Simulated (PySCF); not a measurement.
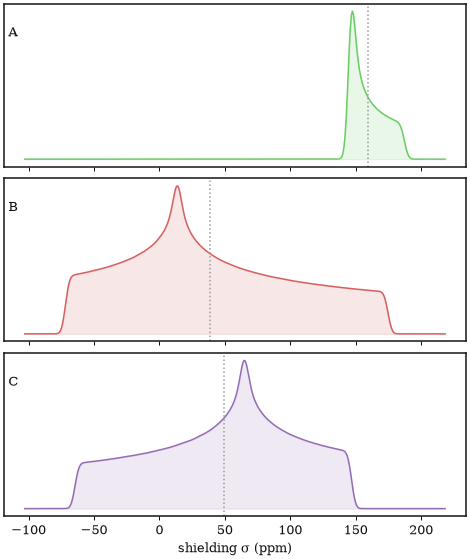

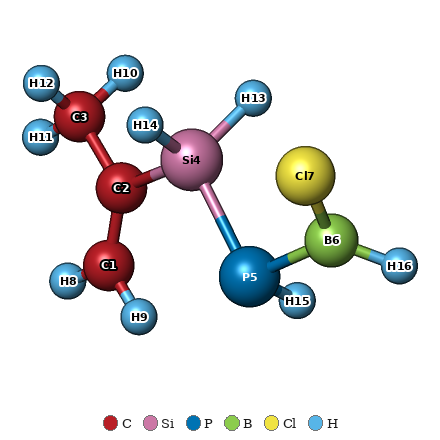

Static powder patterns (¹³C) from GIAO shielding tensors of C₃H₉BClPSi, SMILES C=C(C)[SiH2]PBCl, PBE0/pcSseg-1, PySCF 2.14.0, at a GFN2-xTB geometry (no frequency check); absolute shielding, one fixed geometry of the isolated molecule without any motion, no dipolar terms. The dotted line is the isotropic value; skew is 3(σiso − σ22)/span.

Q: The panels belong to C1, C2 and C3. Which is which?

A: panel A: C3, σ11, σ22, σ33 = 145, 146, 187 ppm, isotropic 159, span 42 ppm, skew 0.97; panel B: C2, σ11, σ22, σ33 = −72, 14, 175 ppm, isotropic 39, span 246 ppm, skew 0.31; panel C: C1, σ11, σ22, σ33 = −64, 65, 147 ppm, isotropic 49, span 211 ppm, skew −0.22.

Caveats: the tight-binding geometry is rougher than a DFT one and adds to the error; one conformer of a flexible molecule.
